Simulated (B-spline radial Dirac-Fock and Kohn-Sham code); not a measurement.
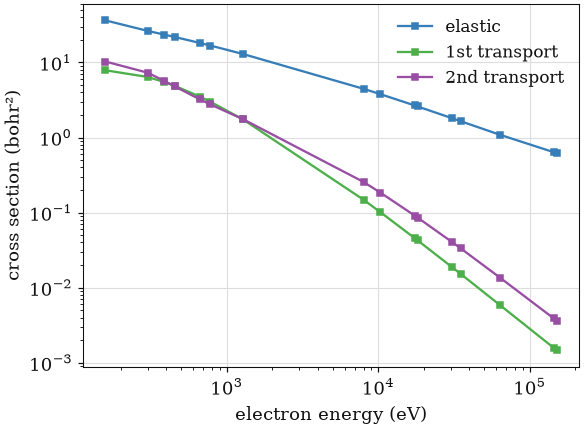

Integrated elastic and transport cross sections for electrons against energy. Species: atomic La. Level of theory: Dirac partial waves in the static Dirac–Fock field with Furness–McCarthy exchange, no polarisation or absorption; calculated with a B-spline radial atomic code.

Question: What are the elastic and first transport cross sections at 8.00 keV?

Answer: 4.45 and 0.148 bohr².

Question: Why does the transport cross section fall faster?

Answer: It weights each event by 1 − cos θ, and fast electrons are deflected by small angles: at 151 keV it is 420 times smaller than the elastic one.
